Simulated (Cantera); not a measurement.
A closed system holds: 1 mol SiHCl3, 0.016 mol Cl2, a varied amount of H2, equilibrated at 1223.15 K and 22000 Pa.

Equilibrium computed with Cantera from the NASA thermochemical tables; the gas is ideal and each condensed phase is pure. Candidate condensed phases: Si; 19 gas species. The tables' values for SiCl3 are old estimates; treat these amounts as uncertain. Equilibrium is a limit: real reactors are often held back by kinetics, nucleation or transport.

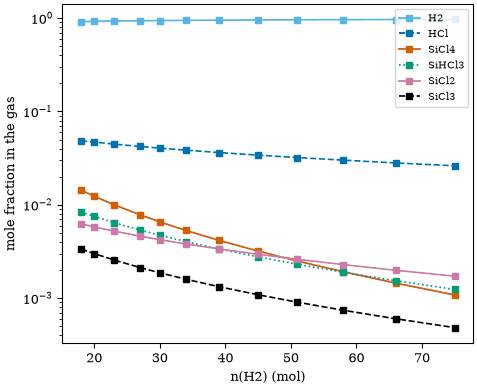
Fig. 1. Equilibrium gas composition (values under 1e-9 drawn at 1e-9)

Read off the mole fractions at 23 mol H2.

H2 about 0.93, HCl about 0.045, SiCl4 about 0.010, SiHCl3 about 0.0064, SiCl2 about 0.0052, SiCl3 about 0.0026.
